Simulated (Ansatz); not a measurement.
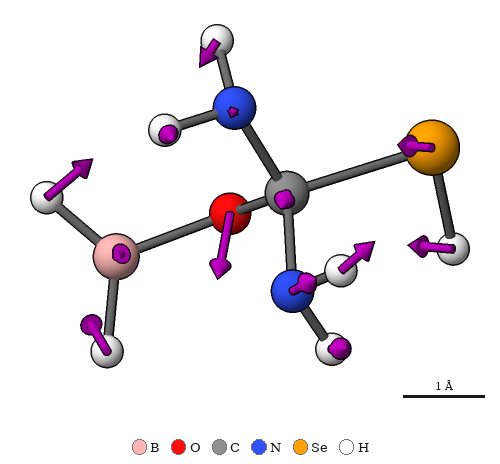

A relaxation of CH7BN2OSe. The starting structure is drawn; purple arrows show the displacements, at their true length. The two geometries are superimposed by the best rigid fit.

A ball-and-stick model, seen at a tilt.

The run prepares an end point of a later path (inversion) calculation, from a guessed geometry.

Theory: Ansatz 0.2.0, RKS PBE-D4/def2-SVP. Settings: no spin polarisation; force threshold 0.015 eV/Å; at most 40 steps.

> What happened in the run?

An H atom moves most after the best rigid fit: 1.18 Å. By element the largest moves are H 1.18 Å, O 1.06 Å, Se 0.66 Å, N 0.60 Å, C 0.38 Å, B 0.36 Å. Among the contacts that change: B–O 1.541 → 1.351 Å, C–Se 1.945 → 2.070 Å, C–N 1.513 → 1.412 Å, H–N 1.115 → 1.024 Å. Among the angles between lasting bonds that change: B–O–C 112.7° → 124.3°, C–N–H 104.9° → 112.9°, N–C–Se 109.0° → 116.5°. Groups turn about B–O by about 90°, C–O by about 90°. After 30 accepted moves (36 points after the start) the energy has fallen by 39.0 kcal/mol. Largest force component: 4.6 eV/Å at the start, 0.0092 eV/Å at the end. The line search rejected the trial steps at points 12, 24, 25, 30, 33, 35 of the run. The forces were under the threshold at step 34, but the run went on from there.
